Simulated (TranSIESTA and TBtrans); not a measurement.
Junction: In chain with one bond stretched by 2.5 Å. Leads: straight In chain, spacing 2.9 Å. Geometry: as built, not relaxed.

Method: TranSIESTA and TBtrans, PBE, SZP numerical orbitals (energy shift 0.15 eV), PseudoDojo norm-conserving scalar-relativistic potentials, mesh cutoff 200 Ry, 300 K, no spin polarisation, no spin-orbit coupling; self-consistent non-equilibrium Green functions.

Energies count from the leads' Fermi level. Transmissions are for one spin of a degenerate pair. The energy step is 0.01 eV; narrower resonances are cut or missed.

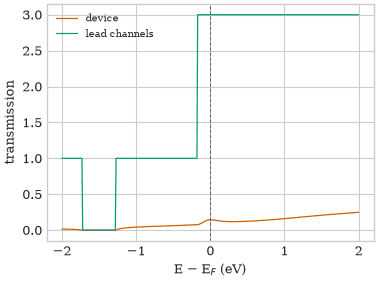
Figure. Transmission against energy

| E (eV) | T | lead channels |
|---|---|---|
| -2.00 | 0.014 | 1 |
| -1.80 | 0.0085 | 1 |
| -1.60 | 0 | 0 |
| -1.40 | 0 | 0 |
| -1.20 | 0.023 | 1 |
| -1.00 | 0.042 | 1 |
| -0.80 | 0.051 | 1 |
| -0.60 | 0.059 | 1 |
| -0.40 | 0.066 | 1 |
| -0.20 | 0.074 | 1 |
| 0.00 | 0.14 | 3 |
| 0.20 | 0.12 | 3 |
| 0.40 | 0.12 | 3 |
| 0.60 | 0.13 | 3 |
| 0.80 | 0.14 | 3 |
| 1.00 | 0.16 | 3 |
| 1.20 | 0.18 | 3 |
| 1.40 | 0.20 | 3 |
| 1.60 | 0.22 | 3 |
| 1.80 | 0.23 | 3 |
| 2.00 | 0.25 | 3 |

The straight chain is held at its spacing; free chains may zigzag or dimerise. No spin-polarised start was tried, so a magnetic state, if there is one, is missed.
